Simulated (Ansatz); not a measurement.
# CH₅AlO (SMILES [CH3][AlH][OH]): energies and forces away from the minimum

How good are functionals off equilibrium? 4 randomly displaced structures are computed with CCSD(T) and cheaper methods.

The runs use Ansatz 0.2.0, Gaussian basis; single points with forces in def2-TZVPP.

Levels: PBE-D4, r2SCAN-D4, PBE0-D4, wB97M-V, Hartree-Fock, MP2, CCSD, CCSD(T). Each coordinate is moved by a Gaussian draw of the width named (0.7 of it for atoms other than hydrogen): 0.12, 0.06, 0.12, 0.06 Å.

Cores are frozen in the correlated methods.

11 further runs of the same task are left out: 11 set aside as unsound or not needed.

## 1. The system as given

The minimum, relaxed at PBE0-D4: SMILES `[CH3][AlH][OH]`, 8 atoms, charge 0, spin multiplicity 1.

Atoms are counted from 1 here; the program's logs count them from 0.

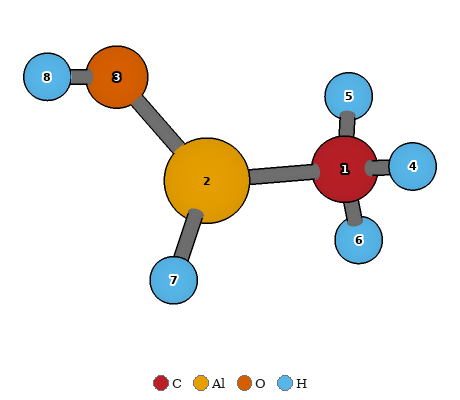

The starting geometry (carbon red, aluminium amber, oxygen orange, hydrogen blue); atoms are numbered from 1 in the order of the file.

Coordinates:

```mol
CH5AlO
  3D, bonds by distance, orders not assigned

  8  7  0  0  0  0  0  0  0  0999 V2000
   -0.7779    0.9822   -0.0709 C   0  0
    0.5797   -0.3942   -0.2399 Al  0  0
    0.5446   -1.6764    0.8768 O   0  0
   -0.3251    1.9545    0.1493 H   0  0
   -1.4914    0.7554    0.7243 H   0  0
   -1.3357    1.1050   -1.0048 H   0  0
    1.7168   -0.3945   -1.3502 H   0  0
    1.1812   -2.3891    0.8595 H   0  0
  1  2  8  0
  1  4  8  0
  1  5  8  0
  1  6  8  0
  2  3  8  0
  2  7  8  0
  3  8  8  0
M  END
```

Energies of the minimum (eV), from earlier single points: PBE-D4 -9758.13044, r2SCAN-D4 -9763.25533, PBE0-D4 -9758.99730, B3LYP-D4 -9766.73817, wB97M-V -9763.81201, CCSD(T) -9747.93051.

## 2. Structure 1, width 0.12 Å

Input file ccsdt-tzvpp/in.yaml:

```yaml
crystal:
  periodic: [false, false, false]
  atoms:
    - {symbol: C, position_ang: [-0.740548, 0.983639, -0.031513]}
    - {symbol: Al, position_ang: [0.558091, -0.422250, -0.373752]}
    - {symbol: O, position_ang: [0.559697, -1.776949, 0.812025]}
    - {symbol: H, position_ang: [-0.112418, 2.133608, 0.266331]}
    - {symbol: H, position_ang: [-1.605583, 0.825835, 0.724078]}
    - {symbol: H, position_ang: [-1.253550, 1.140011, -1.132398]}
    - {symbol: H, position_ang: [1.775094, -0.520233, -1.442282]}
    - {symbol: H, position_ang: [1.206512, -2.271976, 0.605502]}
basis:
  gaussian: {orbitals: def2-TZVPP}
correlation: {method: ccsd_t}
output: {forces: true}
```

The command line of these runs was not kept.

Log, shortened:

```text
Functional definition: HF
  name "HF"
  cite "Fock, Z. Phys. 61, 126 (1930) doi:10.1007/BF01340294"
  parent pbe
[...]
1021 factors; integrals over basis functions are off by at most 8.3e-4 eV
[...]
mean field -9731.11359480 eV, -357.6118286231 hartree, gradient 1.8e-6 eV, S^2 0.000000; 0 other end points of the search recorded, 0 dependent functions left out
7 core orbitals not correlated: weight in the atoms' cores, before any rotation towards them, 1.000 or more for the frozen orbitals, at most 0.000 for the correlated occupied ones
reference -9731.11359480 eV, -357.6118286231 hartree; 9, 9 occupied and 158, 158 virtual orbitals, 1021 factors
second order -13.85421151 eV of doubles, -0.00000000 eV of singles
cycle   1  -14.18915783 eV  change   -3.3e-1 eV  update   8.5e-2
[...]
cycle  10  -14.63402731 eV  change    1.1e-6 eV  update   8.2e-6
perturbative correction -0.52064198 eV, -0.0191332400 hartree
[...]
working
Total energy: -9746.26826409 eV, -358.1687524476 hartree
Atom 0 at    -0.740548     0.983639    -0.031513 Å, force    -0.600790     3.157533    -0.945294 eV/Å
Atom 1 at     0.558091    -0.422250    -0.373752 Å, force     0.325986    -1.204768     1.615983 eV/Å
Atom 2 at     0.559697    -1.776949     0.812025 Å, force    -7.212921     7.113278     0.763343 eV/Å
Atom 3 at    -0.112418     2.133608     0.266331 Å, force    -2.036161    -3.457382    -0.995657 eV/Å
Atom 4 at    -1.605583     0.825835     0.724078 Å, force     1.628280     0.258085    -1.215733 eV/Å
Atom 5 at    -1.253550     1.140011    -1.132398 Å, force     1.045927     0.092643     2.586075 eV/Å
Atom 6 at     1.775094    -0.520233    -1.442282 Å, force    -0.558343     0.179389     0.200797 eV/Å
Atom 7 at     1.206512    -2.271976     0.605502 Å, force     7.408023    -6.138780    -2.009515 eV/Å
Dipole moment:     0.052678     0.120738    -0.275701 e Å
```

It took 1.9 min on 2 threads, shared host; peak memory 2.8 GiB.

The other levels were run on the same coordinates; their logs were not kept, and their results stand in the tables.

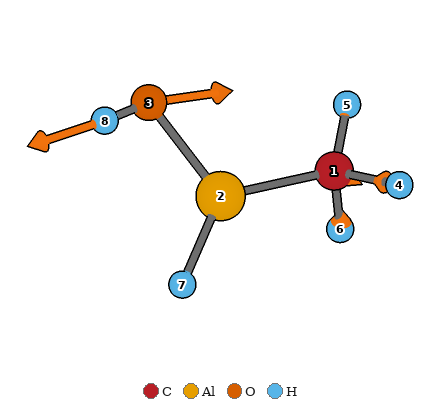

Forces at CCSD(T); the longest arrow is 10.16 eV/Å.

```tsv
method	RMS force component (eV/Å)	RMS error against CCSD(T) (eV/Å)	angle to CCSD(T) forces (°)	dipole (D)
PBE-D4	3.252	0.183	3.1	1.35
r2SCAN-D4	3.185	0.058	1.0	1.40
PBE0-D4	3.187	0.061	1.1	1.50
wB97M-V	3.195	0.065	1.2	1.48
CCSD(T)	3.193	reference	reference	1.47
```

## 3. Structure 2, width 0.06 Å

Input file ccsdt-tzvpp/in.yaml:

```yaml
crystal:
  periodic: [false, false, false]
  atoms:
    - {symbol: C, position_ang: [-0.756925, 0.897725, -0.036325]}
    - {symbol: Al, position_ang: [0.602843, -0.402291, -0.207262]}
    - {symbol: O, position_ang: [0.585816, -1.684866, 0.915176]}
    - {symbol: H, position_ang: [-0.272520, 1.956781, 0.120522]}
    - {symbol: H, position_ang: [-1.480183, 0.745148, 0.764050]}
    - {symbol: H, position_ang: [-1.259295, 1.153675, -0.989890]}
    - {symbol: H, position_ang: [1.671093, -0.499342, -1.358806]}
    - {symbol: H, position_ang: [1.183575, -2.434355, 0.975057]}
basis:
  gaussian: {orbitals: def2-TZVPP}
correlation: {method: ccsd_t}
output: {forces: true}
```

Log, shortened:

```text
[... 4 set-up lines as earlier in the session ...]
[...]
1022 factors; integrals over basis functions are off by at most 1.4e-3 eV
[...]
mean field -9732.67231463 eV, -357.6691105204 hartree, gradient 1.6e-6 eV, S^2 0.000000; 0 other end points of the search recorded, 0 dependent functions left out
7 core orbitals not correlated: weight in the atoms' cores, before any rotation towards them, 1.000 or more for the frozen orbitals, at most 0.000 for the correlated occupied ones
reference -9732.67231463 eV, -357.6691105204 hartree; 9, 9 occupied and 158, 158 virtual orbitals, 1022 factors
second order -13.83212409 eV of doubles, -0.00000000 eV of singles
cycle   1  -14.16384536 eV  change   -3.3e-1 eV  update   7.9e-2
[...]
cycle  10  -14.56795515 eV  change    3.2e-6 eV  update   5.2e-6
perturbative correction -0.49612677 eV, -0.0182323226 hartree
[...]
working
Total energy: -9747.73639655 eV, -358.2227053203 hartree
Atom 0 at    -0.756925     0.897725    -0.036325 Å, force     0.221564     3.068422    -0.340425 eV/Å
Atom 1 at     0.602843    -0.402291    -0.207262 Å, force     0.516062    -1.071587    -0.054870 eV/Å
Atom 2 at     0.585816    -1.684866     0.915176 Å, force     0.111152    -0.203465     0.209523 eV/Å
Atom 3 at    -0.272520     1.956781     0.120522 Å, force    -0.565428    -1.758310     0.218301 eV/Å
Atom 4 at    -1.480183     0.745148     0.764050 Å, force    -0.064054     0.032078    -0.097650 eV/Å
Atom 5 at    -1.259295     1.153675    -0.989890 Å, force    -0.150888    -0.612988     0.308699 eV/Å
Atom 6 at     1.671093    -0.499342    -1.358806 Å, force     0.106001     0.175411    -0.103501 eV/Å
Atom 7 at     1.183575    -2.434355     0.975057 Å, force    -0.174409     0.370439    -0.140076 eV/Å
Dipole moment:     0.103241     0.033013    -0.050210 e Å
```

Run time: 1.9 min. Hardware: 2 threads, shared host; peak memory 2.7 GiB.

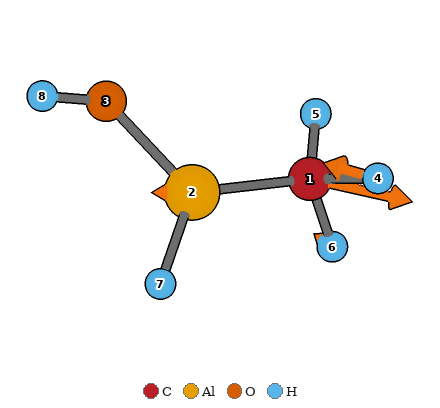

Forces at CCSD(T); the longest arrow is 3.10 eV/Å.

```tsv
method	RMS force component (eV/Å)	RMS error against CCSD(T) (eV/Å)	angle to CCSD(T) forces (°)	dipole (D)
PBE-D4	0.720	0.175	11.8	0.46
r2SCAN-D4	0.764	0.074	4.8	0.49
PBE0-D4	0.790	0.068	4.9	0.56
wB97M-V	0.792	0.059	4.2	0.56
CCSD(T)	0.799	reference	reference	0.57
```

## 4. Structure 3, width 0.12 Å

Input file ccsdt-tzvpp/in.yaml:

```yaml
crystal:
  periodic: [false, false, false]
  atoms:
    - {symbol: C, position_ang: [-0.866232, 1.023192, -0.138012]}
    - {symbol: Al, position_ang: [0.566025, -0.490536, -0.284783]}
    - {symbol: O, position_ang: [0.654864, -1.570875, 0.846570]}
    - {symbol: H, position_ang: [-0.507074, 1.932239, -0.003051]}
    - {symbol: H, position_ang: [-1.564018, 0.893645, 0.611174]}
    - {symbol: H, position_ang: [-1.415133, 0.943481, -0.756120]}
    - {symbol: H, position_ang: [1.805191, -0.205276, -1.254863]}
    - {symbol: H, position_ang: [1.169342, -2.375726, 0.853222]}
basis:
  gaussian: {orbitals: def2-TZVPP}
correlation: {method: ccsd_t}
output: {forces: true}
```

Log, shortened:

```text
[... 4 set-up lines as earlier in the session ...]
[...]
1009 factors; integrals over basis functions are off by at most 9.5e-4 eV
[...]
mean field -9730.01635618 eV, -357.5715058478 hartree, gradient 2.7e-6 eV, S^2 0.000000; 0 other end points of the search recorded, 0 dependent functions left out
7 core orbitals not correlated: weight in the atoms' cores, before any rotation towards them, 1.000 or more for the frozen orbitals, at most 0.000 for the correlated occupied ones
reference -9730.01635618 eV, -357.5715058478 hartree; 9, 9 occupied and 158, 158 virtual orbitals, 1009 factors
second order -13.70125867 eV of doubles, -0.00000000 eV of singles
cycle   1  -14.07702479 eV  change   -3.8e-1 eV  update   7.3e-2
[...]
cycle  10  -14.44152450 eV  change    6.6e-6 eV  update   6.3e-6
perturbative correction -0.46449427 eV, -0.0170698494 hartree
[...]
working
Total energy: -9744.92237495 eV, -358.1192919337 hartree
Atom 0 at    -0.866232     1.023192    -0.138012 Å, force    11.903362    -3.586450    12.416027 eV/Å
Atom 1 at     0.566025    -0.490536    -0.284783 Å, force    -0.777352     5.482539    -2.959138 eV/Å
Atom 2 at     0.654864    -1.570875     0.846570 Å, force     0.256468    -3.985102     3.233175 eV/Å
Atom 3 at    -0.507074     1.932239    -0.003051 Å, force     1.972406     4.196734     0.155457 eV/Å
Atom 4 at    -1.564018     0.893645     0.611174 Å, force    -0.996474    -0.691082     2.736961 eV/Å
Atom 5 at    -1.415133     0.943481    -0.756120 Å, force   -12.103566    -1.207666   -15.679542 eV/Å
Atom 6 at     1.805191    -0.205276    -1.254863 Å, force    -0.207067    -0.318705    -0.123224 eV/Å
Atom 7 at     1.169342    -2.375726     0.853222 Å, force    -0.047778     0.109731     0.220284 eV/Å
Dipole moment:     0.014519    -0.343562    -0.103592 e Å
```

Run time: 1.9 min. Hardware: 2 threads, shared host; peak memory 2.7 GiB.

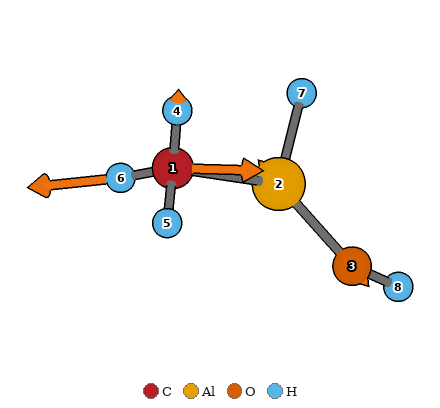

Forces at CCSD(T); the longest arrow is 19.84 eV/Å.

```tsv
method	RMS force component (eV/Å)	RMS error against CCSD(T) (eV/Å)	angle to CCSD(T) forces (°)	dipole (D)
PBE-D4	5.771	0.161	1.6	1.58
r2SCAN-D4	5.713	0.089	0.7	1.65
PBE0-D4	5.741	0.087	0.8	1.65
wB97M-V	5.703	0.082	0.5	1.69
CCSD(T)	5.770	reference	reference	1.72
```

## 5. Structure 4, width 0.06 Å

Input file ccsdt-tzvpp/in.yaml:

```yaml
crystal:
  periodic: [false, false, false]
  atoms:
    - {symbol: C, position_ang: [-0.772225, 0.980456, -0.050249]}
    - {symbol: Al, position_ang: [0.535493, -0.408669, -0.171035]}
    - {symbol: O, position_ang: [0.557762, -1.663657, 0.880018]}
    - {symbol: H, position_ang: [-0.233689, 1.936629, 0.210575]}
    - {symbol: H, position_ang: [-1.491003, 0.724249, 0.770178]}
    - {symbol: H, position_ang: [-1.369113, 1.158201, -0.942746]}
    - {symbol: H, position_ang: [1.759951, -0.355334, -1.425332]}
    - {symbol: H, position_ang: [1.193164, -2.391345, 0.733501]}
basis:
  gaussian: {orbitals: def2-TZVPP}
correlation: {method: ccsd_t}
output: {forces: true}
```

Log, shortened:

```text
[... 4 set-up lines as earlier in the session ...]
[...]
1023 factors; integrals over basis functions are off by at most 8.9e-4 eV
[...]
mean field -9732.58022030 eV, -357.6657261161 hartree, gradient 1.4e-6 eV, S^2 0.000000; 0 other end points of the search recorded, 0 dependent functions left out
7 core orbitals not correlated: weight in the atoms' cores, before any rotation towards them, 1.000 or more for the frozen orbitals, at most 0.000 for the correlated occupied ones
reference -9732.58022030 eV, -357.6657261161 hartree; 9, 9 occupied and 158, 158 virtual orbitals, 1023 factors
second order -13.79868095 eV of doubles, -0.00000000 eV of singles
cycle   1  -14.14488490 eV  change   -3.5e-1 eV  update   7.9e-2
[...]
cycle  10  -14.55139362 eV  change    4.2e-6 eV  update   4.3e-6
perturbative correction -0.49517372 eV, -0.0181972984 hartree
[...]
working
Total energy: -9747.62678763 eV, -358.2186772668 hartree
Atom 0 at    -0.772225     0.980456    -0.050249 Å, force    -0.423713     0.696595     1.144187 eV/Å
Atom 1 at     0.535493    -0.408669    -0.171035 Å, force     1.432803     1.391858    -2.856610 eV/Å
Atom 2 at     0.557762    -1.663657     0.880018 Å, force     0.750653    -2.439132     1.094231 eV/Å
Atom 3 at    -0.233689     1.936629     0.210575 Å, force    -0.649938    -0.734529    -0.184186 eV/Å
Atom 4 at    -1.491003     0.724249     0.770178 Å, force     0.526215     0.418901    -0.479798 eV/Å
Atom 5 at    -1.369113     1.158201    -0.942746 Å, force     0.101837     0.041955    -0.177402 eV/Å
Atom 6 at     1.759951    -0.355334    -1.425332 Å, force    -1.042934    -0.103340     1.140036 eV/Å
Atom 7 at     1.193164    -2.391345     0.733501 Å, force    -0.694922     0.727692     0.319542 eV/Å
Dipole moment:     0.017600    -0.070259     0.010950 e Å
```

Wall time 1.8 min (2 threads, shared host); peak memory 2.8 GiB.

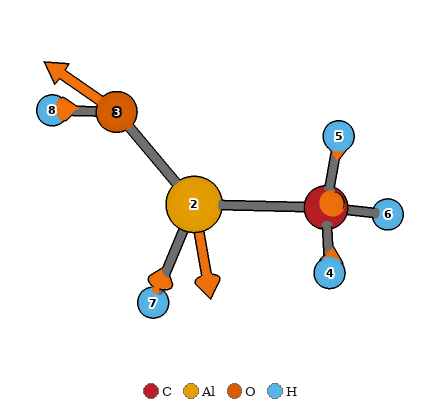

Forces at CCSD(T); the longest arrow is 3.49 eV/Å.

```tsv
method	RMS force component (eV/Å)	RMS error against CCSD(T) (eV/Å)	angle to CCSD(T) forces (°)	dipole (D)
PBE-D4	1.001	0.171	8.9	0.30
r2SCAN-D4	1.005	0.076	2.8	0.32
PBE0-D4	1.011	0.078	3.3	0.28
wB97M-V	1.046	0.061	3.2	0.32
CCSD(T)	1.062	reference	reference	0.35
```

## 6. All structures together

Energy above the minimum (kJ/mol):

```tsv
structure	width (Å)	PBE-D4	r2SCAN-D4	PBE0-D4	wB97M-V	Hartree-Fock	MP2	CCSD	CCSD(T)
1	0.12	152.3	161.9	162.7	165.5	172.8	167.8	163.2	160.4
2	0.06	16.2	17.3	18.0	17.8	22.4	19.5	19.2	18.7
3	0.12	297.2	286.6	287.8	285.6	278.7	288.4	287.7	290.2
4	0.06	25.7	27.5	27.2	30.0	31.3	31.6	29.7	29.3
```

What each level costs and misses (shared host):

```tsv
method	mean energy error from CCSD(T) (kJ/mol)	mean time a point
PBE-D4	5.3	1.5 s
r2SCAN-D4	2.1	2.6 s
PBE0-D4	1.9	2.2 s
wB97M-V	2.9	5.6 s
Hartree-Fock	7.4	part of the CCSD(T) run
MP2	3.1	part of the CCSD(T) run
CCSD	1.6	part of the CCSD(T) run
CCSD(T)	0	1.9 min
```

The best functional, PBE0-D4, misses by 1.9 kJ/mol and takes 2.2 s a point, against 1.9 min for CCSD(T).

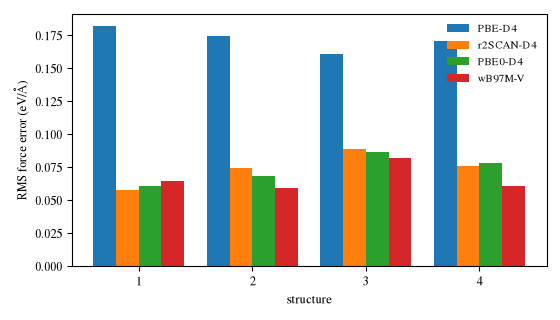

Force errors against CCSD(T).

## 7. Results

```
                         quantity                                                                                            value
energy above the minimum, CCSD(T)                                                                  160.4, 18.7, 290.2, 29.3 kJ/mol
                mean energy error  PBE-D4 5.3, r2SCAN-D4 2.1, PBE0-D4 1.9, wB97M-V 2.9, Hartree-Fock 7.4, MP2 3.1, CCSD 1.6 kJ/mol
             mean RMS force error                                 PBE-D4 0.172, r2SCAN-D4 0.074, PBE0-D4 0.074, wB97M-V 0.067 eV/Å
            largest T1 diagnostic                                                                                            0.013
```

In words: CCSD gives the best energies and Hartree-Fock the worst. For forces wB97M-V is best, off by 2 % of the typical force, and PBE-D4 worst (6 %); with few structures and a triple-zeta reference, gaps of a few points rank nothing.
